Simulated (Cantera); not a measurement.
Input: 1 mol Pb, 0.12 mol CO, a varied amount of N2, held at 1102 °C and 1.43 Torr.

Cantera equilibrium calculation (NASA polynomials, part measured and part estimated; ideal gas, pure solids and liquids). Candidate condensed phases: C, Pb, PbO, PbO2, Pb3O4; 27 gas species. Equilibrium is a limit: real reactors are often held back by kinetics, nucleation or transport.

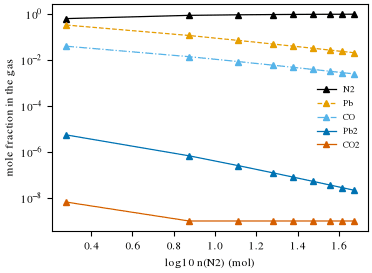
Figure. Equilibrium gas composition (values under 1e-9 drawn at 1e-9)

From 1.9 mol N2 to 47 mol N2 nothing is condensed. The main Pb-bearing gas is Pb throughout.
